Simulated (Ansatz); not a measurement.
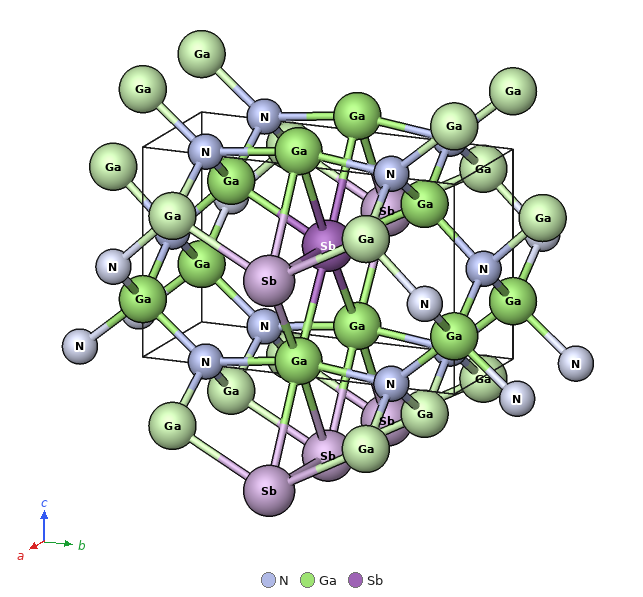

The figure gives a ball-and-stick picture of the atoms, viewed slightly off an axis. The box is the conventional unit cell; atoms on or close to its faces, edges and corners are drawn wherever they repeat. Atoms of adjacent cells appear where they bond to atoms in the box, in fainter colours.

Ga$_{4}$SbN$_{3}$, space group Pmm2 (No. 25), a = 3.193 Å, b = 7.563 Å, c = 4.829 Å, α = 90.00°, β = 90.00°, γ = 90.00°. The structure comes from a structure type filled with these elements by a generator (whether the compound takes this form wasn't checked). Earlier steps of the study, as a rule a relaxation of our own, may have changed the cell and positions, so they can lie some per cent off the listed ones. An electronic-structure calculation with Ansatz was run on it.

This one geometry was computed with Ansatz (DFT, plane waves, PAW) at three levels of theory: PBE with spin-orbit coupling, PBE and r2SCAN. It was relaxed beforehand with r2SCAN.

Q: Which level gives the highest pressure at this volume, and what does that say about its equilibrium volume?

A: Highest: PBE with spin-orbit coupling (4.3 GPa) and PBE (4.4 GPa), which points to the largest equilibrium volume. Lowest, with the smallest volume: r2SCAN (0.0 GPa). Levels within 0.5 GPa of each other can't be told apart.

Q: How does the band gap change with the level of theory?

A: All levels give a metal, though semilocal functionals underestimate gaps and can close a small one.

Q: Collect the results in a table.

A:
| level | cutoff (eV) | k-mesh of the run's cell | gap (eV) | pressure (GPa) |
| --- | --- | --- | --- | --- |
| PBE with spin-orbit coupling | 420 | 8×4×6 | metal | 4.3 |
| PBE | 420 | 8×4×6 | metal | 4.4 |
| r2SCAN | 500 | 8×4×6 | metal | 0.0 |

Gaps are taken on the k-mesh or band path of each run.
